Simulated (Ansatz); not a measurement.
Take Te (space group P3_121, No. 152; a = 4.624 Å, c = 5.904 Å; made of chains) as the base. Axes: x lies along a and z along c of the hexagonal cell.

Perturbation: biaxial strain −2.35 %, plane normal [001], relaxed out of plane (Cartesian); in-plane vectors clamped, the third vector and the atoms free.

The values are results of plane-wave PAW DFT at the r2SCAN level (Ansatz, a program for electronic structure, 500 eV), without spin-orbit coupling, earlier PAW set, not measurements.

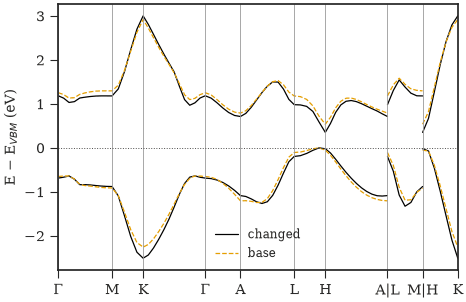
*Highest valence and lowest conduction band along the path, each from its own valence-band maximum*

Question: From the figure, how large is the changed gap, and is it direct?

Answer: About 0.4 eV, indirect, L–H (80 % along) → H.

Spin-orbit coupling, missing from the scalar runs, can matter with Te. Whether these cells are dynamically stable was not tested. No dispersion term is included, though the crystal is made of layers, chains or molecules, so its spacings can come out too wide.
